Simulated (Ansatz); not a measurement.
The starting structures come from a database of crystals and need not be the phases stable at ambient conditions.

 Where the default PAW files enter, the runs use the earlier of Ansatz's two default sets.

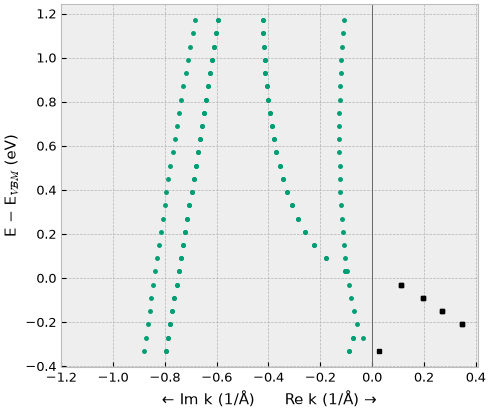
*Complex bands at the centre of the two-dimensional zone; PBEsol in Ansatz (an electronic-structure program)*

The gap is the functional's own, uncorrected, and κ follows it; spin-orbit coupling is left out. Mid-gap values are interpolated between the computed energies.

Q: This is Sr(Li2P)2 (R-3m, not sure to be the ambient phase, 7 atoms a cell, 17.7 Å³ an atom) along the normal of (001). Read off the slowest decay at the centre of the two-dimensional zone at 0.45 eV, the computed energy nearest the middle of the gap.

A: κ ≈ 0.12 1/Å, a decay length 1/(2κ) of the density of 4.0 Å.
